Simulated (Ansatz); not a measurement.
```yaml
crystal:
  periodic: [false, false, false]
  atoms:
    - {symbol: C, position_ang: [-0.712900, -0.527688, -0.255346]}
    - {symbol: Si, position_ang: [0.599114, 0.443473, 0.214584]}
    - {symbol: H, position_ang: [-1.384763, -0.977839, 0.466164]}
    - {symbol: H, position_ang: [-1.104798, -0.857690, -1.210408]}
    - {symbol: H, position_ang: [0.909212, 0.734745, 1.630241]}
    - {symbol: H, position_ang: [1.521305, 1.064293, -0.759705]}
basis:
  gaussian: {orbitals: def2-TZVPP}
hamiltonian: {xc: pbe0, dispersion: d4}
```

Geometry: moved along internal coordinates away from the minimum.

Work out the structure from the coordinates.

The molecule is CH4Si. SMILES: `C=[SiH2]`. It has no ring. Among its groups: Si–H bond. All atoms lie on one plane. Coordination: 1 C trigonal planar; 1 Si trigonal planar.

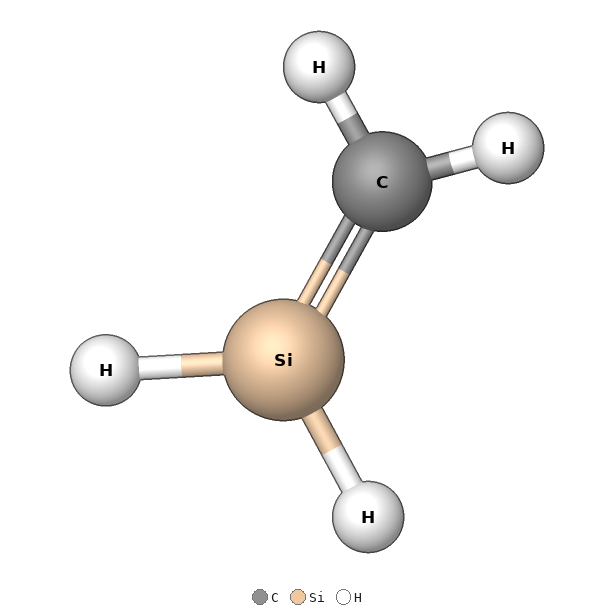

The picture comes from a calculation with Ansatz.
